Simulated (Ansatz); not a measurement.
## C3H9ClSi: geometry relaxation

- system: C3H9ClSi
- method: RKS PBE0-D4/def2-TZVP (Ansatz 0.2.0)

The geometry: PBE-D4/def2-SVP start. Figures and captions count atoms from 1; the log counts them from 0 in places.

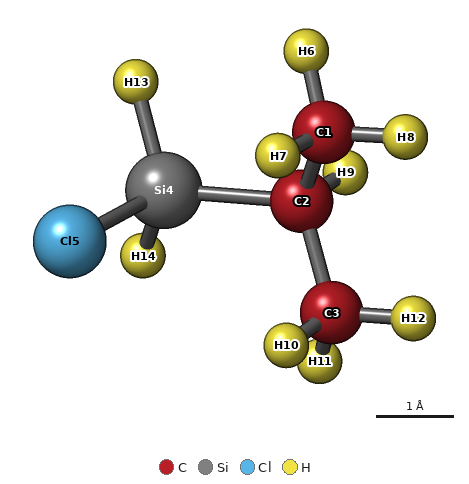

The input geometry (ball-and-stick view, seen at a tilt; atoms are numbered from 1 in the order of the input). Bond lengths as drawn: Cl–Si 2.10 Å, C–C 1.54 Å, C–H 1.11 to 1.12 Å, C–Si 1.90 Å and H–Si 1.50 Å.

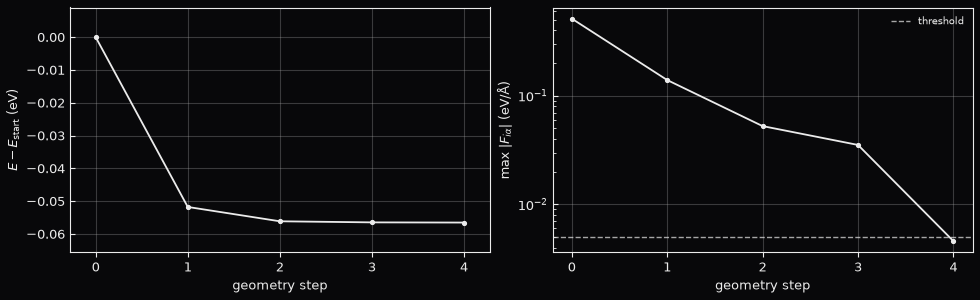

Progress of the relaxation, step by step (the first geometry is step 0 here and step 1 in the log).

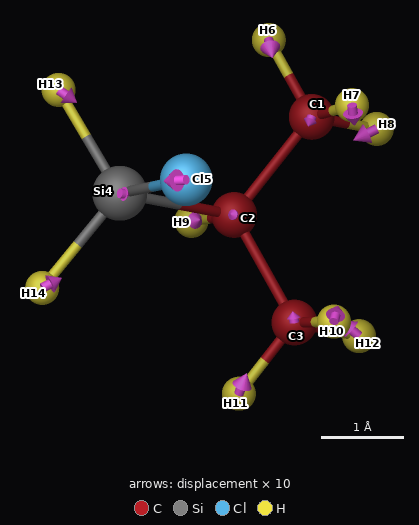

The starting structure with the displacements as pink arrows, magnified 10 times (ball-and-stick view, seen at a tilt). The two geometries are laid on each other by the best rigid fit. The largest move after the best rigid fit is that of Cl5, 0.038 Å. Largest moves by element: Cl 0.038 Å, H 0.033 Å, Si 0.015 Å, C 0.014 Å. Among the contacts that change: Si4–Cl5 2.095 → 2.065 Å, C2–Si4 1.895 → 1.872 Å, Si4–H13 1.504 → 1.485 Å, C2–H9 1.117 → 1.100 Å. Over 4 geometry steps the energy falls by 0.057 eV. The largest force component goes from 0.51 to 0.0046 eV/Å. (Atoms are counted from 1 in the order of the input.)

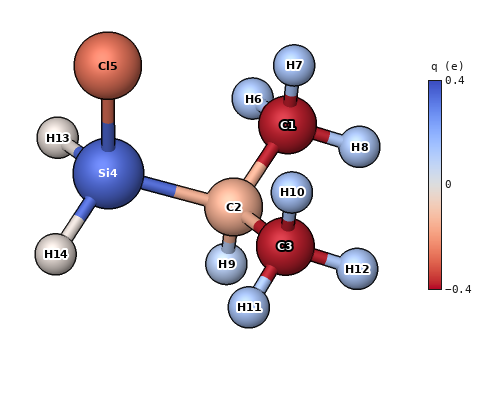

Mulliken charges, as the colour of each atom (ball-and-stick view, seen at a tilt; atoms are numbered from 1 in the order of the input). By element: C −0.38 to −0.14, Si +0.34, Cl −0.27 and H −0.02 to +0.13 e.

These pictures come from the run below.

Input:
```yaml
crystal:
  periodic: [false, false, false]
  atoms:
    - {symbol: C, position_ang: [0.084712, 1.009238, -1.152788]}
    - {symbol: C, position_ang: [-0.458940, 0.170220, 0.013674]}
    - {symbol: C, position_ang: [-0.756801, -1.280017, -0.398778]}
    - {symbol: Si, position_ang: [0.697683, 0.238663, 1.513651]}
    - {symbol: Cl, position_ang: [2.541493, -0.606042, 0.987173]}
    - {symbol: H, position_ang: [0.243251, 2.069623, -0.868348]}
    - {symbol: H, position_ang: [1.057728, 0.610040, -1.508465]}
    - {symbol: H, position_ang: [-0.616379, 0.993671, -2.014075]}
    - {symbol: H, position_ang: [-1.402406, 0.638601, 0.384825]}
    - {symbol: H, position_ang: [0.170782, -1.799424, -0.717687]}
    - {symbol: H, position_ang: [-1.201982, -1.868214, 0.429740]}
    - {symbol: H, position_ang: [-1.467317, -1.311221, -1.252422]}
    - {symbol: H, position_ang: [0.949689, 1.657010, 1.944578]}
    - {symbol: H, position_ang: [0.145786, -0.551249, 2.667622]}
basis:
  gaussian: {orbitals: def2-TZVP}
hamiltonian: {xc: pbe0, dispersion: d4}
relax: {f_tol: 0.005, max_steps: 150}
```

Launch command:
```bash
ansatz run in.yaml --threads 4 --pin off --events-out ev --progress --plain --max-ram 10444MiB
```

What the program printed:
```
Functional definition: PBE0
  name "PBE0"
  cite "Adamo & Barone, J. Chem. Phys. 110, 6158 (1999) doi:10.1063/1.478522"
  cite "Perdew, Burke & Ernzerhof, Phys. Rev. Lett. 77, 3865 (1996) doi:10.1103/PhysRevLett.77.3865"
  parent pbe
  parameter a = 0.25
  parameter kappa = 0.804
  parameter beta = 0.06672455060314922
  exchange = (1 - a)*pbe_x(kappa = kappa, mu = beta*pi^2/3) + a*exact_x
  correlation = pbe_c(beta = beta)
1472 factors; their error is unknown
mean field evaluation 1: about -23640.8891 eV, gradient 6.2e1 eV
mean field evaluation 2: about -23633.6223 eV, gradient 8.0e1 eV
mean field evaluation 4: about -23650.0165 eV, gradient 3.7e0 eV
mean field evaluation 8: about -23650.0479 eV, gradient 3.9e-2 eV
mean field evaluation 16: about -23650.1002 eV, gradient 8.7e-5 eV
mean field -23650.10016180 eV, -869.1251503325 hartree, gradient 2.4e-5 eV, S^2 0.000000; 0 other end points of the search recorded, 0 dependent functions left out
the calculation of the forces begins
reference -23650.10019757 eV, -869.1251516472 hartree; 29, 29 occupied and 192, 192 virtual orbitals, 1472 factors
relax step   1: F+E_penalty+E_count = -23650.38373337 eV  Δ(F+E_penalty+E_count) = +0.000e0 eV  max|allowed force component| = 5.124e-1 eV/Å  Δτ_max = 0.0000 Å  (28 SCF iters, accepted)
these checks for a lower state are left out or cut short: starts, cluster_reference, orbital_swaps, neighbouring_geometries, increment
1472 factors; their error is unknown
mean field -23650.15042977 eV, -869.1269976464 hartree, gradient 8.6e-6 eV, S^2 0.000000; 0 other end points of the search recorded, 0 dependent functions left out
the calculation of the forces begins
reference -23650.15046524 eV, -869.1269989498 hartree; 29, 29 occupied and 192, 192 virtual orbitals, 1472 factors
relax step   2: F+E_penalty+E_count = -23650.43548658 eV  Δ(F+E_penalty+E_count) = -5.175e-2 eV  max|allowed force component| = 1.395e-1 eV/Å  Δτ_max = 0.0356 Å  (31 SCF iters, accepted)
these checks for a lower state are left out or cut short: starts, cluster_reference, orbital_swaps, neighbouring_geometries, increment
1472 factors; their error is unknown
mean field evaluation 32: about -23650.1541 eV, gradient 8.4e-6 eV
mean field -23650.15407867 eV, -869.1271317411 hartree, gradient 8.4e-6 eV, S^2 0.000000; 0 other end points of the search recorded, 0 dependent functions left out
the calculation of the forces begins
reference -23650.15411404 eV, -869.1271330406 hartree; 29, 29 occupied and 192, 192 virtual orbitals, 1472 factors
relax step   3: F+E_penalty+E_count = -23650.43985855 eV  Δ(F+E_penalty+E_count) = -4.372e-3 eV  max|allowed force component| = 5.254e-2 eV/Å  Δτ_max = 0.0199 Å  (32 SCF iters, accepted)
these checks for a lower state are left out or cut short: starts, cluster_reference, orbital_swaps, neighbouring_geometries, increment
1472 factors; their error is unknown
mean field -23650.15465258 eV, -869.1271528316 hartree, gradient 8.5e-6 eV, S^2 0.000000; 0 other end points of the search recorded, 0 dependent functions left out
the calculation of the forces begins
reference -23650.15468794 eV, -869.1271541313 hartree; 29, 29 occupied and 192, 192 virtual orbitals, 1472 factors
relax step   4: F+E_penalty+E_count = -23650.44018961 eV  Δ(F+E_penalty+E_count) = -3.311e-4 eV  max|allowed force component| = 3.523e-2 eV/Å  Δτ_max = 0.0113 Å  (31 SCF iters, accepted)
these checks for a lower state are left out or cut short: starts, cluster_reference, orbital_swaps, neighbouring_geometries, increment
1472 factors; their error is unknown
mean field -23650.15472543 eV, -869.1271555088 hartree, gradient 8.4e-6 eV, S^2 0.000000; 0 other end points of the search recorded, 0 dependent functions left out
the calculation of the forces begins
reference -23650.15476079 eV, -869.1271568084 hartree; 29, 29 occupied and 192, 192 virtual orbitals, 1472 factors
relax step   5: F+E_penalty+E_count = -23650.44024562 eV  Δ(F+E_penalty+E_count) = -5.601e-5 eV  max|allowed force component| = 4.591e-3 eV/Å  Δτ_max = 0.0025 Å  (32 SCF iters, accepted)
1472 factors; their error is unknown
mean field evaluation 64: about -23650.1547 eV, gradient 3.0e-2 eV
mean field -23650.15472543 eV, -869.1271555088 hartree, gradient 8.4e-6 eV, S^2 0.000000; 1 other end points of the search recorded, 0 dependent functions left out
the calculation of the forces begins
reference -23650.15476079 eV, -869.1271568084 hartree; 29, 29 occupied and 192, 192 virtual orbitals, 1472 factors
Total energy: -23650.44028099 eV, -869.1376494820 hartree
Atom 0 at     0.083721     0.997681    -1.145274 Å, force    -0.000663    -0.001403     0.002184 eV/Å
Atom 1 at    -0.452123     0.169162     0.019042 Å, force    -0.001007    -0.001139    -0.004547 eV/Å
Atom 2 at    -0.748499    -1.268388    -0.399098 Å, force     0.000933     0.002582     0.000867 eV/Å
Atom 3 at     0.689631     0.237738     1.500771 Å, force     0.004027    -0.000143     0.004591 eV/Å
Atom 4 at     2.516681    -0.590452     1.010822 Å, force     0.000886    -0.000421     0.000018 eV/Å
Atom 5 at     0.252507     2.040428    -0.865018 Å, force     0.000731    -0.000079     0.000473 eV/Å
Atom 6 at     1.032276     0.593436    -1.508959 Å, force     0.000015    -0.001160    -0.000705 eV/Å
Atom 7 at    -0.620870     0.986836    -1.982337 Å, force    -0.001029     0.000993    -0.000693 eV/Å
Atom 8 at    -1.384977     0.629591     0.377079 Å, force    -0.000496     0.000287     0.000593 eV/Å
Atom 9 at     0.162166    -1.775414    -0.729351 Å, force     0.000634     0.000258    -0.001172 eV/Å
Atom 10 at    -1.177528    -1.854327     0.417575 Å, force     0.000656    -0.000230     0.000392 eV/Å
Atom 11 at    -1.456955    -1.288917    -1.232713 Å, force    -0.001469    -0.000477    -0.000374 eV/Å
Atom 12 at     0.944158     1.637452     1.925591 Å, force    -0.001489     0.000535    -0.000958 eV/Å
Atom 13 at     0.147112    -0.543927     2.640571 Å, force    -0.001730     0.000398    -0.000670 eV/Å
Dipole moment:    -0.376118     0.105019    -0.098894 e Å
```

Trajectory as extended XYZ (Å, eV, eV/Å), 5 frames, from step=1 to step=5:
```
14
Properties=species:S:1:pos:R:3:forces:R:3 step=1 energy=-23650.38373
C     0.0847    1.0092   -1.1528    0.1183   0.0970  -0.2144
C    -0.4589    0.1702    0.0137   -0.1474   0.1051   0.2063
C    -0.7568   -1.2800   -0.3988   -0.0235  -0.2192  -0.1072
Si    0.6977    0.2387    1.5137    0.0633  -0.0647  -0.1481
Cl    2.5415   -0.6060    0.9872   -0.4483   0.2194   0.1696
H     0.2433    2.0696   -0.8683   -0.0844  -0.5124  -0.1108
H     1.0577    0.6100   -1.5085   -0.4791   0.1817   0.1682
H    -0.6164    0.9937   -2.0141    0.3169  -0.0088   0.4215
H    -1.4024    0.6386    0.3848    0.4205  -0.2172  -0.1980
H     0.1708   -1.7994   -0.7177   -0.4446   0.2532   0.1416
H    -1.2020   -1.8682    0.4297    0.2181   0.3020  -0.3826
H    -1.4673   -1.3112   -1.2524    0.3474   0.0364   0.4113
H     0.9497    1.6570    1.9446   -0.0140  -0.3264  -0.1003
H     0.1458   -0.5512    2.6676    0.1568   0.1541  -0.2571
14
Properties=species:S:1:pos:R:3:forces:R:3 step=2 energy=-23650.43549
C     0.0824    0.9991   -1.1477    0.0368   0.0619  -0.0553
C    -0.4595    0.1711    0.0168   -0.0135   0.0327   0.1052
C    -0.7517   -1.2699   -0.4007   -0.0225  -0.0771  -0.0033
Si    0.6890    0.2399    1.5064    0.0009  -0.0251  -0.0773
Cl    2.5172   -0.5901    1.0077   -0.0464   0.0171   0.0025
H     0.2431    2.0476   -0.8668   -0.0177  -0.1395  -0.0442
H     1.0410    0.5984   -1.5031   -0.1393   0.0515   0.0512
H    -0.6167    0.9828   -1.9952    0.0900  -0.0015   0.1218
H    -1.3967    0.6337    0.3761    0.1320  -0.0705  -0.0677
H     0.1659   -1.7805   -0.7216   -0.1262   0.0753   0.0420
H    -1.1896   -1.8542    0.4184    0.0606   0.0713  -0.1143
H    -1.4559   -1.2953   -1.2439    0.0985   0.0120   0.1192
H     0.9594    1.6407    1.9324   -0.0501  -0.0685  -0.0196
H     0.1593   -0.5524    2.6501   -0.0028   0.0603  -0.0601
14
Properties=species:S:1:pos:R:3:forces:R:3 step=3 energy=-23650.43986
C     0.0843    0.9984   -1.1434   -0.0124  -0.0134  -0.0064
C    -0.4546    0.1702    0.0189    0.0438  -0.0071   0.0338
C    -0.7484   -1.2680   -0.3969   -0.0025   0.0141  -0.0149
Si    0.6920    0.2362    1.4990   -0.0525   0.0129  -0.0223
Cl    2.5154   -0.5933    0.9983   -0.0044   0.0061   0.0146
H     0.2491    2.0416   -0.8644    0.0023   0.0146   0.0088
H     1.0349    0.5961   -1.5020    0.0176  -0.0074  -0.0102
H    -0.6161    0.9844   -1.9832   -0.0125   0.0035  -0.0175
H    -1.3875    0.6302    0.3754   -0.0099   0.0080   0.0130
H     0.1634   -1.7749   -0.7220    0.0162  -0.0115  -0.0087
H    -1.1808   -1.8525    0.4185   -0.0052  -0.0059   0.0154
H    -1.4527   -1.2904   -1.2333   -0.0155  -0.0048  -0.0160
H     0.9416    1.6357    1.9252    0.0229   0.0093   0.0009
H     0.1467   -0.5427    2.6386    0.0121  -0.0182   0.0095
14
Properties=species:S:1:pos:R:3:forces:R:3 step=4 energy=-23650.44019
C     0.0835    0.9974   -1.1452    0.0014   0.0060   0.0080
C    -0.4515    0.1692    0.0199   -0.0223  -0.0028  -0.0352
C    -0.7485   -1.2680   -0.3992   -0.0008   0.0000   0.0101
Si    0.6896    0.2377    1.5005    0.0305  -0.0048   0.0218
Cl    2.5172   -0.5911    1.0093   -0.0140   0.0068   0.0053
H     0.2501    2.0406   -0.8656    0.0021   0.0017  -0.0006
H     1.0331    0.5948   -1.5078    0.0013  -0.0033  -0.0013
H    -0.6204    0.9847   -1.9828   -0.0023  -0.0006   0.0017
H    -1.3846    0.6297    0.3779    0.0029  -0.0012  -0.0002
H     0.1622   -1.7760   -0.7277    0.0029   0.0003  -0.0025
H    -1.1795   -1.8534    0.4168    0.0004  -0.0027   0.0005
H    -1.4556   -1.2881   -1.2340   -0.0010   0.0024   0.0006
H     0.9444    1.6374    1.9260   -0.0012  -0.0029  -0.0035
H     0.1474   -0.5439    2.6408    0.0002   0.0013  -0.0046
14
Properties=species:S:1:pos:R:3:forces:R:3 step=5 energy=-23650.44025
C     0.0837    0.9977   -1.1453   -0.0007  -0.0014   0.0022
C    -0.4521    0.1692    0.0190   -0.0010  -0.0011  -0.0045
C    -0.7485   -1.2684   -0.3991    0.0009   0.0026   0.0009
Si    0.6896    0.2377    1.5008    0.0040  -0.0001   0.0046
Cl    2.5167   -0.5905    1.0108    0.0009  -0.0004   0.0000
H     0.2525    2.0404   -0.8650    0.0007  -0.0001   0.0005
H     1.0323    0.5934   -1.5090    0.0000  -0.0012  -0.0007
H    -0.6209    0.9868   -1.9823   -0.0010   0.0010  -0.0007
H    -1.3850    0.6296    0.3771   -0.0005   0.0003   0.0006
H     0.1622   -1.7754   -0.7294    0.0006   0.0003  -0.0012
H    -1.1775   -1.8543    0.4176    0.0007  -0.0002   0.0004
H    -1.4570   -1.2889   -1.2327   -0.0015  -0.0005  -0.0004
H     0.9442    1.6375    1.9256   -0.0015   0.0005  -0.0010
H     0.1471   -0.5439    2.6406   -0.0017   0.0004  -0.0007
```

Summary:

- outcome: converged
- total energy: −23650.4403 eV
- mean-field energy: −23650.1548 eV
- dispersion energy: −0.2855 eV
- SCF solution under orbital rotations: stable
- largest force (length of the vector) at the end: 0.006 eV/Å
- dipole moment: 1.93 D
- hardware: 4 threads of AMD EPYC, 23 GiB of memory available, shared host
- wall time: 21 s (CPU time 78 s)
- peak memory: 0.68 GiB
